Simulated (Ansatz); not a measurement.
# Geometry relaxation, with input and output: SiH₃F₃ (part 2 of 2)

SiH₃F₃; RKS CAM-B3LYP-D4/cc-pVDZ (Ansatz 0.2.0). The input holds or restrains some coordinates. It belongs to a series of runs on one base structure; here: pulled along the bonds that form and break, towards end A.

Geometry of the input (Å):
```
Si -0.1815  0.4050  -0.2865
F  1.4017  -0.3156  0.7001
F  -1.5535  0.3442  -1.1139
F  -0.6724  1.0595  1.0645
H  0.7168  1.1066  -1.1450
H  0.5796  -1.1959  0.5931
H  -0.2907  -1.4038  0.1877
```

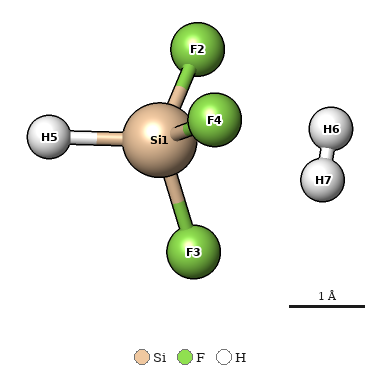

*The geometry at step 10 of the log (ball-and-stick view, seen at a tilt; atoms are numbered from 1 in the order of the input).*

Trajectory as extended XYZ (Å, eV, eV/Å), 19 frames, from step=1 to step=19
```
7
Properties=species:S:1:pos:R:3:forces:R:3 step=1 energy=-16076.76550
Si   -0.1815    0.4050   -0.2865    1.4119  -2.2547   1.2223
F     1.4017   -0.3156    0.7001   -0.5212  -0.0290  -0.4106
F    -1.5535    0.3442   -1.1139   -0.7589  -0.4042  -0.7908
F    -0.6724    1.0595    1.0645   -0.4490   0.9721   1.4305
H     0.7168    1.1066   -1.1450    0.5188   0.3547  -0.6252
H     0.5796   -1.1959    0.5931    0.2238   0.8061  -0.2350
H    -0.2907   -1.4038    0.1877   -0.4254   0.5551  -0.5911
7
Properties=species:S:1:pos:R:3:forces:R:3 step=2 energy=-16076.83340
Si   -0.1275    0.5113   -0.2855    1.8260  -2.0713   2.4565
F     1.4239   -0.1749    0.6634   -1.7263   1.1666  -1.5872
F    -1.5327    0.3429   -1.1087    0.5848  -0.7302   0.0868
F    -0.6744    1.0793    1.0849   -0.7167   0.8676   1.1114
H     0.7366    1.1283   -1.1625    1.0214   1.1512  -1.6091
H     0.4353   -1.3028    0.5548   -0.4439  -0.2160  -0.2059
H    -0.2613   -1.5841    0.2538   -0.5453  -0.1679  -0.2525
7
Properties=species:S:1:pos:R:3:forces:R:3 step=3 energy=-16077.13951
Si   -0.0586    0.6037   -0.2647    0.6919  -2.3077   2.3455
F     1.4391   -0.0100    0.6124   -2.4370   0.6898  -1.7560
F    -1.5003    0.3295   -1.0936    1.7650  -0.5375   0.7580
F    -0.6846    1.0930    1.1022   -0.8114   0.9506   1.1040
H     0.7554    1.1521   -1.1904    1.3278   1.6839  -2.3102
H     0.3153   -1.4556    0.5423    3.0368   1.1736   1.3563
H    -0.2664   -1.7128    0.2916   -3.5730  -1.6527  -1.4975
7
Properties=species:S:1:pos:R:3:forces:R:3 step=4 energy=-16077.88287
Si   -0.0020    0.6921   -0.2211    0.1778  -0.5566  -0.2158
F     1.3997    0.1488    0.5348   -1.0385  -0.5273  -0.4801
F    -1.4177    0.3053   -1.0513    1.6640  -0.4387   0.7959
F    -0.7137    1.1403    1.1405   -0.4390   0.7980   0.5355
H     0.8045    1.2385   -1.2855   -0.1998   0.9149  -0.6071
H     0.2501   -1.6363    0.5698    3.4532   1.3979   1.5922
H    -0.3209   -1.8887    0.3128   -3.6177  -1.5883  -1.6205
7
Properties=species:S:1:pos:R:3:forces:R:3 step=5 energy=-16078.43909
Si    0.0089    0.7347   -0.2244    0.5398  -0.1486   0.9008
F     1.3296    0.0724    0.5576   -1.0526  -0.1778  -0.7362
F    -1.3565    0.2393   -0.9877    0.7289  -0.7287   0.2400
F    -0.7006    1.3363    1.1027    0.0229   0.5861  -0.0850
H     0.7500    1.3407   -1.3106   -0.0152   0.7296  -0.2766
H     0.2605   -1.8106    0.6430    1.9004   0.2972   1.4566
H    -0.2919   -1.9127    0.2194   -2.1243  -0.5578  -1.4996
7
Properties=species:S:1:pos:R:3:forces:R:3 step=6 energy=-16078.79506 accepted=F
Si    0.0204    0.7773   -0.2238    0.6491   0.4364   1.6917
F     1.2557   -0.0084    0.5697   -1.0498   0.3446  -0.8927
F    -1.3023    0.1656   -0.9209    0.1270  -0.8575  -0.0451
F    -0.6805    1.5243    1.0676    0.5151   0.0648  -0.8291
H     0.7005    1.4434   -1.3361    0.0189   0.4137   0.1168
H     0.2344   -1.9763    0.7452   -0.7197  -0.0250  -0.9830
H    -0.2282   -1.9260    0.0982    0.4594  -0.3770   0.9414
7
Properties=species:S:1:pos:R:3:forces:R:3 step=7 energy=-16078.69322
Si    0.0229    0.7496   -0.2148    0.4929   0.3096   0.6888
F     1.3070    0.0557    0.5597   -0.7196  -0.2121  -0.5802
F    -1.3069    0.1662   -0.9511    0.4360  -0.7532   0.0984
F    -0.6949    1.4069    1.0892    0.1593   0.4592  -0.2871
H     0.7336    1.4002   -1.3227   -0.1604   0.4885   0.1050
H     0.2564   -1.8597    0.6369    1.1846   0.0435   0.9067
H    -0.3182   -1.9190    0.2029   -1.3929  -0.3354  -0.9316
7
Properties=species:S:1:pos:R:3:forces:R:3 step=8 energy=-16078.87035
Si    0.0306    0.7637   -0.2069    0.6990   0.0239   0.4931
F     1.2988    0.0204    0.5538   -0.8513   0.0606  -0.6434
F    -1.2611    0.0845   -0.9243    0.4062  -0.6010   0.1261
F    -0.6810    1.4743    1.0617    0.0640   0.4544  -0.0959
H     0.7057    1.4615   -1.3068   -0.1134   0.4113   0.1215
H     0.2393   -1.8923    0.6312    1.1921  -0.0703   0.9410
H    -0.3324   -1.9121    0.1912   -1.3966  -0.2787  -0.9424
7
Properties=species:S:1:pos:R:3:forces:R:3 step=9 energy=-16079.04126
Si    0.0387    0.7786   -0.1992    0.6739  -0.0977   0.2765
F     1.2823   -0.0297    0.5250   -0.7939   0.3471  -0.5417
F    -1.1889   -0.0377   -0.8894    0.4072  -0.1983   0.1851
F    -0.6645    1.5617    1.0314    0.0590   0.2057  -0.1390
H     0.6756    1.5538   -1.2766   -0.1559   0.2077   0.1653
H     0.2105   -1.9270    0.6195    1.6091  -0.2557   1.2800
H    -0.3536   -1.8998    0.1893   -1.7994  -0.2088  -1.2261
7
Properties=species:S:1:pos:R:3:forces:R:3 step=10 energy=-16079.11777
Si    0.0679    0.7777   -0.2385    0.6564  -0.1473   0.2486
F     1.3232   -0.0922    0.3884   -0.7379   0.6253  -0.5700
F    -1.0832   -0.1035   -0.9777    0.3617   0.0164   0.1048
F    -0.6614    1.4579    1.0392    0.0790   0.0652  -0.1440
H     0.6241    1.7378   -1.2204   -0.1481  -0.0904   0.2433
H     0.1487   -1.9154    0.7125    1.7611  -0.3488   1.3888
H    -0.4194   -1.8622    0.2966   -1.9723  -0.1204  -1.2715
7
Properties=species:S:1:pos:R:3:forces:R:3 step=11 energy=-16079.16970
Si    0.0890    0.7577   -0.2724    0.8246  -0.1992   0.1347
F     1.3805   -0.1442    0.2105   -0.6230   0.6926  -0.3595
F    -0.9563   -0.1446   -1.1162    0.0285  -0.0011   0.0100
F    -0.6628    1.2971    1.0542    0.0173  -0.0534  -0.0339
H     0.5616    1.8681   -1.1160   -0.0323  -0.0433   0.0834
H     0.1074   -1.8317    0.7809    1.9787  -0.2451   1.1411
H    -0.5196   -1.8024    0.4590   -2.1939  -0.1506  -0.9758
7
Properties=species:S:1:pos:R:3:forces:R:3 step=12 energy=-16079.18815
Si    0.1046    0.7307   -0.3126    0.7641  -0.3827   0.2174
F     1.4281   -0.1743    0.0720   -0.6320   0.6745  -0.3134
F    -0.8892   -0.1344   -1.2513    0.0270   0.0152   0.0190
F    -0.6675    1.0972    1.0610    0.0271  -0.0216  -0.0777
H     0.5288    1.9436   -1.0194    0.0049   0.0311   0.0032
H     0.0839   -1.7258    0.8299    2.1986  -0.0979   0.7802
H    -0.5888   -1.7371    0.6205   -2.3898  -0.2185  -0.6288
7
Properties=species:S:1:pos:R:3:forces:R:3 step=13 energy=-16079.25563 accepted=F
Si    0.1153    0.7103   -0.3277    0.8448  -0.2962   0.1873
F     1.4696   -0.1660    0.0175   -0.6793   0.5876  -0.2783
F    -0.8385   -0.1407   -1.3131   -0.0263  -0.0278  -0.0563
F    -0.6757    0.9866    1.0543   -0.0059   0.0298  -0.0219
H     0.5052    1.9713   -0.9688   -0.0035   0.0195   0.0096
H     0.0880   -1.6959    0.7521    0.2134  -0.1818   0.0802
H    -0.6639   -1.6655    0.7856   -0.3431  -0.1312   0.0793
7
Properties=species:S:1:pos:R:3:forces:R:3 step=14 energy=-16079.21743 accepted=F
Si    0.1099    0.7213   -0.3189    0.8108  -0.3988   0.0975
F     1.4466   -0.1729    0.0450   -0.6315   0.6410  -0.2833
F    -0.8609   -0.1463   -1.2781    0.0159   0.0448   0.0034
F    -0.6704    1.0497    1.0556   -0.0358   0.0045   0.0324
H     0.5161    1.9596   -0.9919    0.0042   0.0192  -0.0117
H     0.0851   -1.7108    0.7884    1.6959  -0.1723   0.3050
H    -0.6265   -1.7007    0.6999   -1.8596  -0.1384  -0.1433
7
Properties=species:S:1:pos:R:3:forces:R:3 step=15 energy=-16079.19544
Si    0.1058    0.7261   -0.3167    0.8331  -0.3472   0.1467
F     1.4334   -0.1766    0.0576   -0.6217   0.6555  -0.2977
F    -0.8778   -0.1339   -1.2675   -0.0094  -0.0118  -0.0161
F    -0.6714    1.0740    1.0557   -0.0201  -0.0036   0.0130
H     0.5253    1.9521   -1.0048    0.0033   0.0178   0.0013
H     0.0873   -1.7235    0.8151    2.1387  -0.1513   0.5699
H    -0.6025   -1.7182    0.6606   -2.3239  -0.1594  -0.4172
7
Properties=species:S:1:pos:R:3:forces:R:3 step=16 energy=-16079.18950
Si    0.1087    0.7178   -0.3270    0.7963  -0.3336   0.1262
F     1.4424   -0.1865    0.0220   -0.6371   0.6473  -0.2677
F    -0.8595   -0.1254   -1.3085    0.0035  -0.0017   0.0015
F    -0.6832    1.0239    1.0481    0.0072  -0.0145  -0.0109
H     0.5209    1.9698   -0.9730    0.0034   0.0016   0.0019
H     0.0854   -1.7142    0.8003    2.3671  -0.2363   0.2882
H    -0.6147   -1.6854    0.7380   -2.5404  -0.0629  -0.1392
7
Properties=species:S:1:pos:R:3:forces:R:3 step=17 energy=-16079.24075 accepted=F
Si    0.1102    0.7103   -0.3419    0.7533  -0.3458   0.1017
F     1.4472   -0.1990   -0.0165   -0.6550   0.6585  -0.2546
F    -0.8349   -0.1100   -1.3667    0.0386   0.0414   0.0429
F    -0.7054    0.9608    1.0329    0.0386  -0.0099  -0.0611
H     0.5197    1.9932   -0.9321   -0.0113  -0.0436   0.0173
H     0.0885   -1.7301    0.7529    1.0514  -0.3089  -0.1114
H    -0.6254   -1.6252    0.8714   -1.2156   0.0083   0.2652
7
Properties=species:S:1:pos:R:3:forces:R:3 step=18 energy=-16079.20649 accepted=F
Si    0.1100    0.7137   -0.3335    0.7763  -0.3378   0.1126
F     1.4467   -0.1910    0.0040   -0.6462   0.6457  -0.2579
F    -0.8466   -0.1207   -1.3344    0.0175   0.0171   0.0151
F    -0.6932    0.9933    1.0416    0.0206  -0.0136  -0.0283
H     0.5193    1.9805   -0.9538   -0.0022  -0.0143   0.0069
H     0.0854   -1.7196    0.7732    2.0200  -0.3262  -0.0142
H    -0.6217   -1.6563    0.8030   -2.1860   0.0292   0.1658
7
Properties=species:S:1:pos:R:3:forces:R:3 step=19 energy=-16079.19268
Si    0.1088    0.7157   -0.3316    0.7968  -0.3438   0.1187
F     1.4430   -0.1909    0.0097   -0.6374   0.6489  -0.2638
F    -0.8537   -0.1199   -1.3252    0.0061   0.0028   0.0050
F    -0.6886    1.0042    1.0441    0.0072  -0.0070  -0.0120
H     0.5211    1.9763   -0.9612   -0.0005  -0.0027   0.0037
H     0.0861   -1.7151    0.7947    2.3134  -0.2881   0.1547
H    -0.6167   -1.6703    0.7695   -2.4856  -0.0102  -0.0063
```
